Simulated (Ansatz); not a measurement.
# KCl (database structure): how the settings move a single-point run, part 2 of 2

How sensitive is a single-point run of KCl (database structure) to its settings? A reference run comes first, then four runs with altered input.

Ansatz 0.2.0; reference level DFT r2SCAN, plane waves, PAW, scalar-relativistic, no spin polarisation.

**5. Changing settings: n_extra_bands 1, xc revpbe**

The COD entry's cell or inner coordinates are ideal or old and differ from later refinements, so a difference from it is no clean test against experiment.

Contents of input.yaml:

```yaml
crystal:
  lattice:
    - [0.0, 3.153899, 3.153899]
    - [3.153899, 0.0, 3.153899]
    - [3.153899, 3.153899, 0.0]
  atoms:
    - { symbol: K, position: [0.0, 0.0, 0.0] }
    - { symbol: Cl, position: [0.5, 0.5, 0.5] }
  symmetry: { tolerance: 0.0003 }
kpoints:
  mp_grid: { grid: [5, 5, 5], shift: [0, 0, 0] }
magnetization:
  spin_polarized: false
scf:
  occupations: { method: methfessel_paxton, width: 0.0166 }
  n_extra_bands: 1
hamiltonian:
  pseudopotentials: { kind: paw }
  xc: revpbe
basis:
  ecutwfc: 500
output:
  forces: true
  stress: true
  eigenvalues: true
```

Started as:

```console
> ansatz run input.yaml --threads 1 --pin off --max-ram 2560MiB --backend cpu --events-out ev --progress --plain --runs-dir out
```

What it wrote:

```text
Warning: RAYON_NUM_THREADS=1 ignored (pool sized by the plan → 1); use --threads N
scf.n_extra_bands = 1 over 8 filled bands (N_el = 16.0): the run solves 9 bands
Engine: ansatz 0.2.0, aarch64-unknown-linux-gnu
Pseudopotentials: kind: paw
Pseudopotential: K, paw, valence charge 9, recommended cutoff 420 eV (normal), K.paw.azcp
Pseudopotential: Cl, paw, valence charge 7, recommended cutoff 420 eV (normal), Cl.paw.azcp
Functional definition: revPBE
  parameter kappa = 1.245
  parameter beta = 0.06672455060314922
  exchange = pbe_x(kappa = kappa, mu = beta*pi^2/3)
  correlation = pbe_c(beta = beta)
Crystal: 2 atoms, lattice volume = 62.744 Å³
Basis set: ecut = 500 eV, 1639 PW (Γ), exchange–correlation on 72×72×72 points (8 copies of the dense FFT grid, shifted against one another)
Bands: 9, of which v1, the nominal top of the filled ones, is band 8 counted from 1 (7 counted from 0)
Symmetry: 48 space group operations
Space group: Fm-3m (ITA 225), of the structure as read, at distance tolerance 1.2e-3 Å
k-points: 10 of 125
Non-local potential: K, projectors of the file, l = 0: 3, l = 1: 2, l = 2: 2
Non-local potential: Cl, projectors of the file, l = 0: 2, l = 1: 2, l = 2: 2
PAW form: soft (Blöchl's): semilocal exchange-correlation on the pseudo side does not see the compensation charge
PAW frozen core: K, regenerated for the run's functional, and the local potential with it (the file was generated under x = pbe(κ = 0.804, μ = 0.2195149727645171), c = pbe(β = 0.06672455060314922))
PAW frozen core: Cl, regenerated for the run's functional, and the local potential with it (the file was generated under x = pbe(κ = 0.804, μ = 0.2195149727645171), c = pbe(β = 0.06672455060314922))
PAW one-centre angular grid: K, 110 points (default); XC on 64 Gauss nodes
PAW one-centre angular grid: Cl, 110 points (default); XC on 64 Gauss nodes
Initial density: superposition of atomic densities (neutral atoms: chi_scale 0, normalization atom), corrected by the library's trained network
Initial wavefunctions: pseudopotential atomic-orbital guess
Functional: x = revpbe(κ = 1.245, μ = 0.2195149727645171), c = pbe(β = 0.06672455060314922)
SCF iter   1: F=—  HF=-2626.988770 eV  |F-HF|=—  |Δ(HF+E_count)|=         —  Δρ=2.24e-3  dr2=3.99e-3  ethr=1.77e-3  ⟨swp⟩=5.9  Hψ=634  notcnv=0
preconditioner: auto → none  [insulator: Δε(μ)=5.490 eV  Ē_g=13.981 eV  σ=0.017 eV  W_gap=1.00  n_scr=14 (ndim 8)  ℏωp=17.5 eV  f_vac=0.092  D(μ)=0.00/eV (n_scr^D=0)  ε∞_Penn≈2.6]
SCF iter   2: F=—  HF=-2626.987648 eV  |F-HF|=—  |Δ(HF+E_count)|=   1.12e-3  S|Δr|=    0.00e0  Δρ=1.10e-3  dr2=4.58e-4  ethr=2.49e-5  ⟨swp⟩=2.1  Hψ=226  notcnv=0
SCF iter   3: F=—  HF=-2626.987678 eV  |F-HF|=—  |Δ(HF+E_count)|=   3.01e-5  S|Δr|=    0.00e0  Δρ=4.49e-4  dr2=8.48e-5  ethr=2.86e-6  ⟨swp⟩=2.1  Hψ=134  notcnv=0
SCF iter   4: F=—  HF=-2626.987720 eV  |F-HF|=—  |Δ(HF+E_count)|=   4.14e-5  S|Δr|=    0.00e0  Δρ=4.01e-5  dr2=1.46e-6  ethr=5.30e-7  ⟨swp⟩=2.1  Hψ=134  notcnv=0
SCF iter   5: F=-2626.987721 eV  HF=-2626.987721 eV  |F-HF|=7.44e-8  |Δ(HF+E_count)|=   1.07e-6  S|Δr|=    0.00e0  Δρ=9.30e-6  dr2=2.29e-8  ethr=6.25e-10  ⟨swp⟩=3.9  Hψ=540  notcnv=0
SCF 1 converged in 5 iterations: F = -2626.987721 eV  dr2 = 2.29e-8
SCF converged after 5 iterations
Stability not checked: this state was not tested for a lower state beside it, because cold or Methfessel-Paxton smearing, or corrected tetrahedra, fill the levels in a way that the test cannot read (fill_not_monotonic; see scf.lower_state_search)
Free energy (F): -2626.987721 eV
Harris-Foulkes:  -2626.987721 eV  (|F-HF|=7.44e-8)
Internal energy: -2626.987721 eV  (E = F + TS)
E sigma→0 (E₀):  -2626.987721 eV
Fermi energy:    3.659199 eV
Step filling:    the computed levels leave a gap of 5.4752 eV = 329.8 smearing widths at the electron count; against every level under it full and every level over it empty, smearing changes F+E_penalty+E_count by +0.00e0 meV and its σ→0 estimate by +0.00e0 meV
--- Per-component energies (eV) ---
  E_band       = -130.943328
  E_kinetic    = 416.898558
  E_local      = -838.505437  (includes V_loc(G=0)·N_el)
  E_nonlocal   = 39.979557
  E_hartree    = 282.203331
  E_xc         = -244.386829
  E_vxc        = -288.735106  (∫ρ·V_xc dr)
  E_paw        = -1446.065356  (= ΣΔE_a)
  E_vpaw       = -24.987903  (= ΣTr[D̂ρ^β])
  E_aug_tail   = 0.000036  (compensation charges beyond the density's cutoff)
  E_ewald      = -837.044335
  E_core_change = -0.067246  (= ΣΔE_core)
  E_smearing   = -0.000000  (= −TS)
  E_closure    = 0.000000  (closes the sum)
  Σ components = -2626.987721   (vs F -2626.987721, Δ=0.00e0)
--- Forces (eV/Å), atoms counted from 1 ---
  atom   1  K     -0.00000000     0.00000000    -0.00000000
  atom   2  Cl     0.00000000     0.00000000     0.00000000
  max |Σ_I F_I| component: 5.72e-30 eV/Å
--- Stress (GPa, compression-positive) ---
        1.918421      -0.000000       0.000000
        0.000000       1.918421      -0.000000
       -0.000000       0.000000       1.918421
  P = ⅓ Tr σ = 1.9184 GPa (19.184 kbar)
--- Band table (eV; the first three rows and the last of 10) ---
  k-point 0: bands = ["-26.3823", "-11.1811", "-9.8055", "-9.8055", "-9.8055", "0.9216", "0.9216", "0.9216", "6.3968"]
  k-point 1: bands = ["-26.3789", "-11.2524", "-9.8084", "-9.8084", "-9.7158", "0.5274", "0.8097", "0.8097", "7.2487"]
  k-point 2: bands = ["-26.3734", "-11.3533", "-9.8131", "-9.8131", "-9.5845", "0.0065", "0.6395", "0.6395", "8.5746"]
  k-point 9: bands = ["-26.3703", "-11.2131", "-9.8783", "-9.8694", "-9.7092", "0.2813", "0.5598", "0.5643", "8.7710"]
```

Run time: 0.83 s. Hardware: 1 thread of Arm Neoverse V2, shared host; peak memory 0.29 GiB.

Total energies don't compare across a change of functional; the pressure goes from -0.1 to 1.9 GPa and the gap on the mesh goes from 5.80 to 5.48 eV. At this fixed cell a higher pressure means that this functional prefers a larger volume than the reference. Cost: 0.83 s against 2.2 s.

**6. Changing settings: ecutwfc 58.8 Ry, xc_grid 2**

Contents of input.yaml:

```yaml
crystal:
  lattice:
    - [0.0, 3.153899, 3.153899]
    - [3.153899, 0.0, 3.153899]
    - [3.153899, 3.153899, 0.0]
  atoms:
    - { symbol: K, position: [0.0, 0.0, 0.0] }
    - { symbol: Cl, position: [0.5, 0.5, 0.5] }
  symmetry: { tolerance: 0.0003 }
kpoints:
  mp_grid: { grid: [5, 5, 5], shift: [0, 0, 0] }
magnetization:
  spin_polarized: false
scf:
  occupations: { method: methfessel_paxton, width: 0.0166 }
hamiltonian:
  pseudopotentials: { kind: paw }
  xc: r2scan
basis:
  ecutwfc: "58.8 Ry"
  xc_grid: 2
output:
  forces: true
  stress: true
  eigenvalues: true
```

Started as:

```console
> ansatz run input.yaml --threads 1 --pin off --max-ram 2560MiB --backend cpu --events-out ev --progress --plain --runs-dir out
```

What it wrote:

```text
Warning: RAYON_NUM_THREADS=1 ignored (pool sized by the plan → 1); use --threads N
[... 10 set-up lines as earlier in the session ...]
Crystal: 2 atoms, lattice volume = 62.744 Å³
Basis set: ecut = 800.0147556320471 eV, 3215 PW (Γ), exchange–correlation on 90×90×90 points (8 copies of the dense FFT grid, shifted against one another)
Bands: 12, of which v1, the nominal top of the filled ones, is band 8 counted from 1 (7 counted from 0)
[... 2 set-up lines as earlier in the session ...]
k-points: 10 of 125
[... 10 set-up lines as earlier in the session ...]
SCF iter   1: F=—  HF=-2630.456577 eV  |F-HF|=—  |Δ(HF+E_count)|=         —  Δρ=3.99e-3  dr2=4.98e-3  dr2_τ=1.45e-3  ethr=1.77e-3  ⟨swp⟩=6.7  Hψ=835  notcnv=0
preconditioner: auto → none  [insulator: Δε(μ)=5.852 eV  Ē_g=16.192 eV  σ=0.017 eV  W_gap=1.00  n_scr=14 (ndim 8)  ℏωp=17.5 eV  f_vac=0.087  D(μ)=0.00/eV (n_scr^D=0)  ε∞_Penn≈2.2]
SCF iter   2: F=—  HF=-2630.474286 eV  |F-HF|=—  |Δ(HF+E_count)|=   1.77e-2  S|Δr|=    0.00e0  Δρ=1.70e-3  dr2=6.31e-4  dr2_τ=7.34e-5  ethr=3.11e-5  ⟨swp⟩=3.0  Hψ=350  notcnv=0
SCF iter   3: F=—  HF=-2630.474441 eV  |F-HF|=—  |Δ(HF+E_count)|=   1.55e-4  S|Δr|=    0.00e0  Δρ=3.65e-4  dr2=2.47e-5  dr2_τ=4.70e-6  ethr=3.94e-6  ⟨swp⟩=3.0  Hψ=222  notcnv=0
SCF iter   4: F=—  HF=-2630.474496 eV  |F-HF|=—  |Δ(HF+E_count)|=   5.48e-5  S|Δr|=    0.00e0  Δρ=3.58e-5  dr2=1.23e-6  dr2_τ=8.26e-8  ethr=1.54e-7  ⟨swp⟩=2.4  Hψ=214  notcnv=0
SCF iter   5: F=-2630.474496 eV  HF=-2630.474496 eV  |F-HF|=2.13e-8  |Δ(HF+E_count)|=   1.35e-7  S|Δr|=    0.00e0  Δρ=1.07e-5  dr2=2.85e-8  dr2_τ=1.94e-8  ethr=6.25e-10  ⟨swp⟩=6.6  Hψ=626  notcnv=0
SCF 1 converged in 5 iterations: F = -2630.474496 eV  dr2 = 2.85e-8
SCF converged after 5 iterations
Stability not checked: this state was not tested for a lower state beside it, because cold or Methfessel-Paxton smearing, or corrected tetrahedra, fill the levels in a way that the test cannot read (fill_not_monotonic; see scf.lower_state_search)
Free energy (F): -2630.474496 eV
Harris-Foulkes:  -2630.474496 eV  (|F-HF|=2.13e-8)
Internal energy: -2630.474496 eV  (E = F + TS)
E sigma→0 (E₀):  -2630.474496 eV
Fermi energy:    3.287859 eV
Step filling:    the computed levels leave a gap of 5.8011 eV = 349.5 smearing widths at the electron count; against every level under it full and every level over it empty, smearing changes F+E_penalty+E_count by +0.00e0 meV and its σ→0 estimate by +0.00e0 meV
--- Per-component energies (eV) ---
  E_band       = -143.572294
  E_kinetic    = 415.584852
  E_local      = -836.723424  (includes V_loc(G=0)·N_el)
  E_nonlocal   = 40.788577
  E_hartree    = 280.537896
  E_xc         = -238.845001
  E_vxc        = -322.285536  (∫ρ·V_xc dr)
  E_paw        = -1454.440474  (= ΣΔE_a)
  E_vpaw       = -20.483340  (= ΣTr[D̂ρ^β])
  E_aug_tail   = 0.000005  (compensation charges beyond the density's cutoff)
  E_vtau       = 18.470500  (kinetic-family band-sum trace: ∫τ·v_τ [+ j·A + Jᵃ·Aᵃ] dr)
  E_ewald      = -837.044335
  E_core_change = -0.332592  (= ΣΔE_core)
  E_smearing   = -0.000000  (= −TS)
  E_closure    = -0.000000  (closes the sum)
  Σ components = -2630.474496   (vs F -2630.474496, Δ=0.00e0)
--- Forces (eV/Å), atoms counted from 1 ---
  atom   1  K     -0.00000000    -0.00000000     0.00000000
  atom   2  Cl     0.00000000    -0.00000000    -0.00000000
  max |Σ_I F_I| component: 4.54e-30 eV/Å
--- Stress (GPa, compression-positive) ---
       -0.132212      -0.000000      -0.000000
        0.000000      -0.132212       0.000000
       -0.000000       0.000000      -0.132212
  P = ⅓ Tr σ = -0.1322 GPa (-1.322 kbar)
--- Band table (eV; the first three rows and the last of 10) ---
  k-point 0: bands = ["-27.8255", "-12.2671", "-10.5163", "-10.5163", "-10.5163", "0.3873", "0.3873", "0.3873", "6.1884", "9.3985", "9.3985", "9.3985"]
  k-point 1: bands = ["-27.8220", "-12.3237", "-10.5191", "-10.5191", "-10.4400", "-0.0215", "0.2729", "0.2729", "7.0565", "9.1391", "9.9037", "9.9037"]
  k-point 2: bands = ["-27.8163", "-12.4070", "-10.5236", "-10.5236", "-10.3238", "-0.5644", "0.0985", "0.0985", "8.3197", "9.4264", "11.1992", "11.1992"]
  k-point 9: bands = ["-27.8132", "-12.2771", "-10.5929", "-10.5846", "-10.4366", "-0.2815", "0.0061", "0.0183", "8.5402", "9.2580", "10.6851", "11.5517"]
```

Wall time 2.5 s (1 thread of Arm Neoverse V2, shared host); peak memory 0.38 GiB.

Changing the cutoff and numerical grids moves the energy by -0.8 meV/atom.

**7. Comparison**

The summary covers parts 1 to 2.

| run | ending | energy change | pressure (GPa) | gap (eV) | force (eV/Å) | cycles | time |
| --- | --- | --- | --- | --- | --- | --- | --- |
| reference | converged | 0 | -0.1 | 5.80 | 0.00 | 5 | 2.2 s |
| 1: preconditioner resta | converged | 0.0 meV/atom | -0.1 | 5.80 | 0.00 | 7 | 2.4 s |
| 2: n_extra_bands 8 | converged | 0.0 meV/atom | -0.1 | 5.80 | 0.00 | 5 | 2.4 s |
| 3: n_extra_bands 1, xc revpbe | converged | not comparable | 1.9 | 5.48 | 0.00 | 5 | 0.83 s |
| 4: ecutwfc 58.8 Ry, xc_grid 2 | converged | -0.8 meV/atom | -0.1 | 5.80 | 0.00 | 5 | 2.5 s |

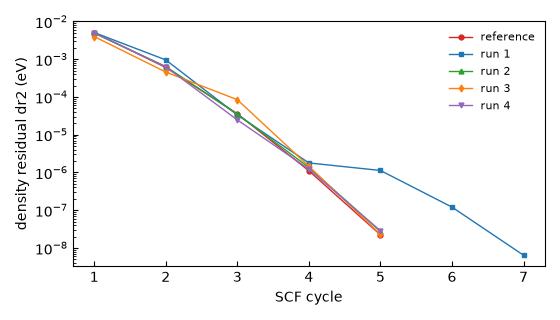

Residual by cycle in the longest SCF loop of each run; runs are numbered as in the table.

What this shows: Of the converged runs whose energies compare with the reference's, «ecutwfc 58.8 Ry, xc_grid 2» moves the energy most (-0.8 meV/atom). The pressure spans -0.1 to 1.9 GPa over the reference and the converged variants. The gap spans 5.48 to 5.80 eV over the reference and the converged variants. Of the variants the dearest is «ecutwfc 58.8 Ry, xc_grid 2» (2.5 s), the cheapest «n_extra_bands 1, xc revpbe» (0.83 s), on a shared host.

The gaps are Kohn-Sham values of a semilocal functional, not quasiparticle or optical gaps. Such gaps usually fall short of the measured ones.
